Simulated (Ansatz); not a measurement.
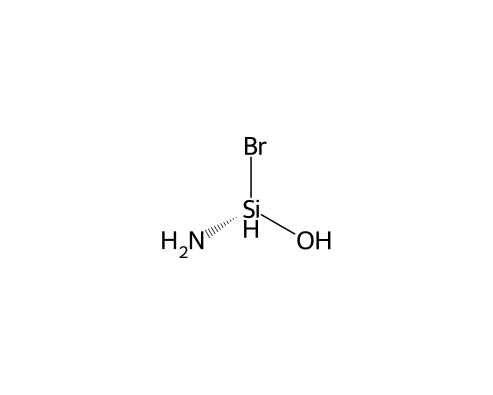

The drawing above gives the connectivity. Computed geometry: PBE0-D4/def2-TZVP optimisation.

Describe the 3D structure.

Formula BrH₄NOSi. SMILES: `N[Si@@H](O)Br`. It has no ring. Among its groups: Si–H bond, Si–O bond, Si–N bond. The point group is C1. Coordination, clear cases only: 1 Si tetrahedral; 1 O bent.

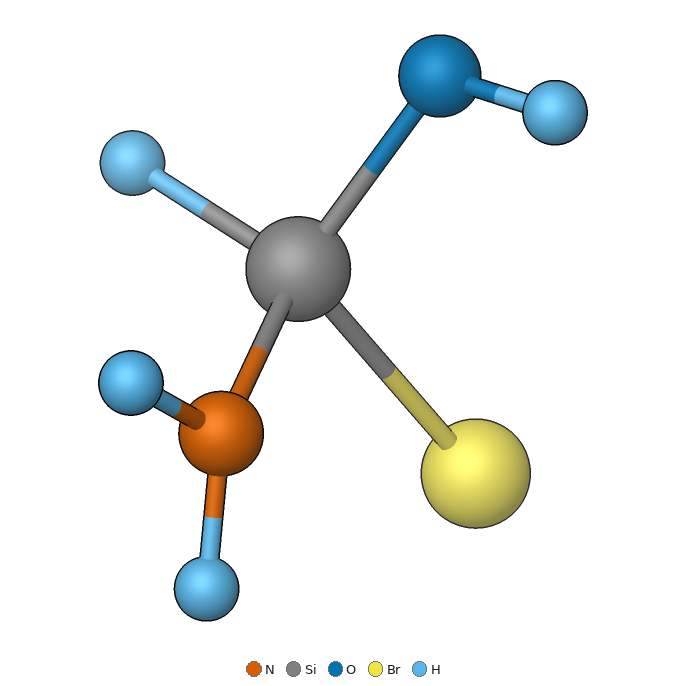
